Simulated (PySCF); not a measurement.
# C4H12O2Si: what the fields show

The calculation's input:

```
{"job": {"kind": "nmr", "xc": "PBE0", "basis": "pcSseg-1"}, "charge": 0, "multiplicity": 1}
C      2.852993    -0.495450     0.028099
O      2.178761     0.272210     1.004467
C      0.926172    -0.235150     1.344244
O     -0.002148    -0.187161     0.309978
C     -0.410281     1.120976    -0.062124
C     -1.518344     0.952414    -1.082150
Si    -2.576371    -0.543850    -0.559377
H      2.273025    -0.559455    -0.897326
H      3.795634     0.012558    -0.162036
H      3.044362    -1.509056     0.398650
H      0.992358    -1.297302     1.628413
H      0.594929     0.367302     2.204547
H      0.446323     1.688195    -0.450359
H     -0.785359     1.643040     0.830790
H     -2.100370     1.869982    -1.144173
H     -1.089665     0.776427    -2.067940
H     -3.827845    -0.465105    -1.326295
H     -1.907348    -1.802532    -0.870215
H     -2.896628    -0.445151     0.865347
```

Command:

```sh
OMP_NUM_THREADS=1 python probes_run.py task.json out
```

Geometry: GFN2-xTB.

All numbers below come from PySCF, PBE0/pcSseg-1, SCF density, gas phase, non-relativistic.

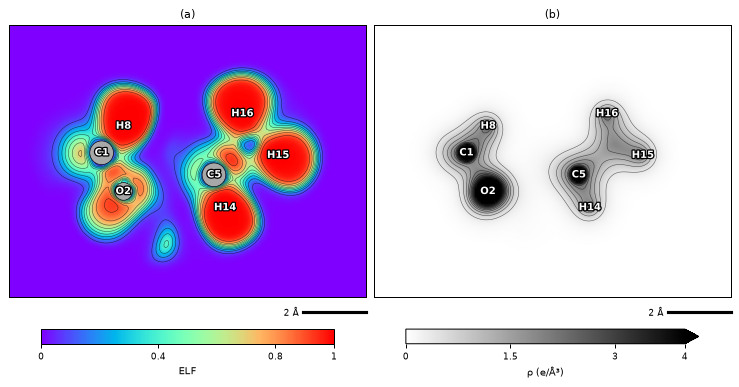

Figure 1. (a) ELF; (b) electron density on the plane of atoms O2, C1 and H8. Grey discs cover the atomic cores in the ELF map.

**What do the fields say about this system?**

- The plane passes through C, O and H nuclei.
- C–O (1.41 Å): ρ at the midpoint is about 2 e/Å³, with its minimum of 1.8 e/Å³ about 0.5 Å from C; the ELF peaks at about 0.90 between the atoms (a shared but strongly polarised pair).
- C–H (1.09 Å): the density is about 2 e/Å³ at the midpoint; the ELF climbs to about 1 towards the hydrogen, as it does in any bond to H (an ordinary covalent bond to hydrogen).
- The ELF also peaks beside O2, away from the bonds: lone-pair regions.

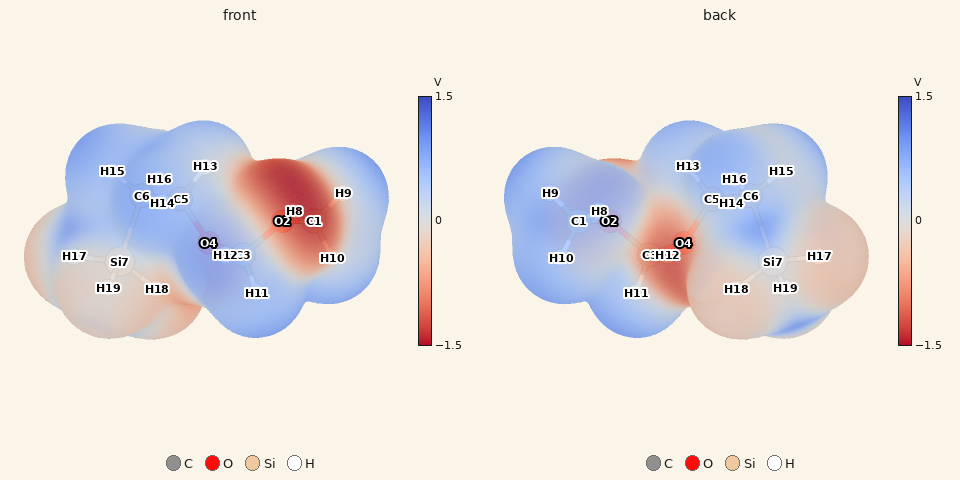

Figure 2. The electrostatic potential painted on the density surface at 0.002 e/bohr³, seen from the front and from behind; red is negative and blue positive.

**Which sites attract a positive test charge, and which a negative one?**

A positive charge is drawn to the negative regions and a negative charge to the positive ones. The most negative region (about −1.4 V) lies over O2, the most positive (about +0.8 V) over the C, H and Si atoms. O2 is the likeliest acceptor of a hydrogen bond.

**What dipole moment does the calculation give?**

Its dipole moment is 0.91 D.
